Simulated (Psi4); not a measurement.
# MP2/cc-pVTZ run of NO2F (nitryl fluoride)

Aim: the energy change on altering one bond length of NO2F (nitryl fluoride) at MP2/cc-pVTZ, from 2 runs. 

The calculation is run with Psi4 1.11.

1 further run of the same task is left out (set aside as unsound or not needed).

**1. Starting point**

NO2F has 4 atoms, charge 0, and is taken as a singlet. As SMILES, `O=[N+]([O-])F`. The coordinates come from a PBE0-D4/def2-TZVP relaxation.

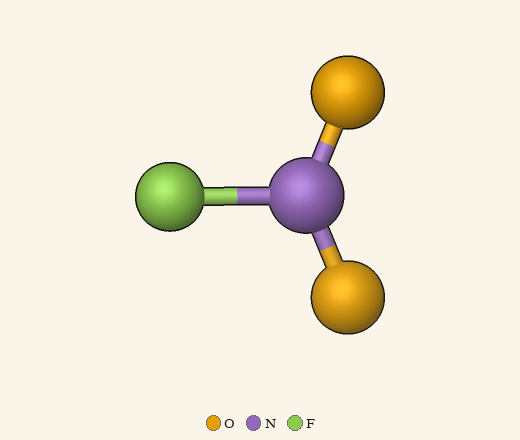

The structure, seen from a chosen angle (oxygen amber, nitrogen purple, fluorine green).

**2. The energy at MP2/cc-pVTZ**

File fno2.xyz:

```xyz
4
FNO2
O      0.188290     0.469930     1.120250
N      0.079720    -0.071800     0.089140
O      0.476580    -1.068680    -0.376880
F     -0.744590     0.670550    -0.832510
```

File run.py:

```python
import numpy as np
from ase.calculators.psi4 import Psi4
from ase.io import read

atoms = read('fno2.xyz')
calc = Psi4(atoms=atoms, method='mp2', basis='cc-pVTZ', memory='1600MB', num_threads=1, charge=0, multiplicity=1, label='fno2')
calc.psi4.set_options({'puream': True, 'e_convergence': 1e-09, 'd_convergence': 1e-08, 'scf_type': 'pk', 'num_frozen_docc': 4, 'mp2_type': 'conv'})
atoms.calc = calc

print(f'energy: {atoms.get_potential_energy():.6f} eV')
```

On the command line:

```
$ python run.py
```

fno2.dat, cut to the lines that bear on the results:

```text
[...]
  Running in c1 symmetry.
[...]
  Nuclear repulsion =  124.476506262533732
[...]
  Multiplicity = 1
[...]
  Nalpha       = 16
  Nbeta        = 16
[...]
    Number of basis functions: 120
[...]
   @RHF iter   1:  -303.32132948843116   -2.59581e-01   6.46839e-03 ADIIS/DIIS
[...]
   @RHF iter  12:  -303.53254315733847   -9.26548e-12   7.17477e-09 DIIS
[...]
    Orbital Energies [Eh]
    ---------------------
    Doubly Occupied:
       1A    -26.377399     2A    -20.685548     3A    -20.685488
       4A    -15.988255     5A     -1.766572     6A     -1.609874
       7A     -1.532177     8A     -0.973974     9A     -0.863561
      10A     -0.844603    11A     -0.823499    12A     -0.715406
      13A     -0.687271    14A     -0.586831    15A     -0.567730
      16A     -0.536724
[...]
  @RHF Final Energy:  -303.53254315733847
   => Energetics <=
    Nuclear Repulsion Energy =            124.4765062625337322
    One-Electron Energy =                -665.5282738831963343
    Two-Electron Energy =                 237.5192244633241785
    Total Energy =                       -303.5325431573384662
[...]
 Multipole Moments:
 ------------------------------------------------------------------------------------
     Multipole            Electronic (a.u.)      Nuclear  (a.u.)        Total (a.u.)
 ------------------------------------------------------------------------------------
 L = 1.  Multiply by 2.5417464519 to convert [e a0] to [Debye]
 Dipole X            :         -0.6541182            0.6708565            0.0167383
 Dipole Y            :          0.5890609           -0.6041481           -0.0150873
 Dipole Z            :         -0.7313499            0.7500699            0.0187201
 Magnitude           :                                                    0.0292957
[...]
	SCS-MP2 Total Energy (a.u.)        :  -304.44922746024548
	SOS-MP2 Total Energy (a.u.)        :  -304.36348656239562
	SCSN-MP2 Total Energy (a.u.)       :  -303.98525509798554
[...]
	SOS-PI-MP2 Total Energy (a.u.)     :  -304.50197712990519
[...]
	MP2 Total Energy (a.u.)            :  -304.48221868843558
[...]
```

Standard output:

```text
energy: -8285.383190 eV
```

Run time: 20 s. Hardware: 1 thread of Intel Xeon Platinum 8259CL at 2.50GHz (Skylake/Cascade Lake), shared host; peak memory 1 GiB.

**3. The distorted shape**

File job.dat:

```
memory 1600 mb

molecule {
  0 1
  O      0.311961     0.358556     1.258525
  N      0.203391    -0.183174     0.227415
  O      0.600251    -1.180054    -0.238605
  F     -0.744590     0.670550    -0.832510
  symmetry c1
}

set basis cc-pVTZ
set reference rhf
set puream true
set e_convergence 1e-09
set d_convergence 1e-08
set scf_type pk
set num_frozen_docc 4
set mp2_type conv

E, wfn = energy('mp2', return_wfn=True)
print_variables()
```

On the command line:

```
$ psi4 job.dat job.out -n 1
```

job.out, cut to the lines that bear on the results:

```text
[...]
  Running in c1 symmetry.
[...]
  Nuclear repulsion =  118.641498230217323
[...]
  Multiplicity = 1
[...]
  Nalpha       = 16
  Nbeta        = 16
[...]
    Number of basis functions: 120
[...]
   @RHF iter   1:  -303.27328592856719   -5.10665e-01   6.50702e-03 DIIS/ADIIS
[...]
   @RHF iter  13:  -303.49969342090816   -2.21689e-12   5.70397e-09 DIIS
[...]
    Orbital Energies [Eh]
    ---------------------
    Doubly Occupied:
       1A    -26.324895     2A    -20.719757     3A    -20.719692
       4A    -16.000931     5A     -1.745129     6A     -1.555508
       7A     -1.550288     8A     -0.965268     9A     -0.858104
      10A     -0.836676    11A     -0.832925    12A     -0.665735
      13A     -0.649720    14A     -0.584391    15A     -0.561332
      16A     -0.558987
[...]
  @RHF Final Energy:  -303.49969342090816
   => Energetics <=
    Nuclear Repulsion Energy =            118.6414982302173229
    One-Electron Energy =                -654.0237099726834913
    Two-Electron Energy =                 231.8825183215580523
    Total Energy =                       -303.4996934209081587
[...]
 Multipole Moments:
 ------------------------------------------------------------------------------------
     Multipole            Electronic (a.u.)      Nuclear  (a.u.)        Total (a.u.)
 ------------------------------------------------------------------------------------
 L = 1.  Multiply by 2.5417464519 to convert [e a0] to [Debye]
 Dipole X            :         -0.4402063            0.7536606            0.3134543
 Dipole Y            :          0.3964213           -0.6787187           -0.2822974
 Dipole Z            :         -0.4921797            0.8426521            0.3504724
 Magnitude           :                                                    0.5484308
[...]
	SCS-MP2 Total Energy (a.u.)        :  -304.44358909196922
	SOS-MP2 Total Energy (a.u.)        :  -304.35546161144362
	SCSN-MP2 Total Energy (a.u.)       :  -303.96500651808327
[...]
	SOS-PI-MP2 Total Energy (a.u.)     :  -304.49808964319953
[...]
	MP2 Total Energy (a.u.)            :  -304.47721602126450
[...]
```

It took 17 s on 1 thread of Intel Xeon Platinum 8259CL at 2.50GHz (Skylake/Cascade Lake), shared host; peak memory 1 GiB.

**4. What came out**

At MP2/cc-pVTZ, 4 core orbitals frozen:

```
                                                         quantity          value
                                        first shape: total energy  -304.48222 Eh
                 first shape: HOMO energy (Hartree–Fock orbitals)      -14.61 eV
                 first shape: LUMO energy (Hartree–Fock orbitals)        2.01 eV
               first shape: HOMO–LUMO gap (Hartree–Fock orbitals)       16.62 eV
         first shape: correlation energy (4 core orbitals frozen)     -949.7 mEh
                                    distorted shape: total energy  -304.47722 Eh
             distorted shape: HOMO energy (Hartree–Fock orbitals)      -15.21 eV
             distorted shape: LUMO energy (Hartree–Fock orbitals)        1.28 eV
           distorted shape: HOMO–LUMO gap (Hartree–Fock orbitals)       16.50 eV
     distorted shape: correlation energy (4 core orbitals frozen)     -977.5 mEh
energy change with the N2–F4 bond stretched from 1.442 to 1.659 Å       0.136 eV
```

With the N2–F4 bond stretched from 1.442 to 1.659 Å the energy rises by 0.14 eV (3.1 kcal/mol). The first shape isn't relaxed at this level, so the change isn't measured from a minimum.
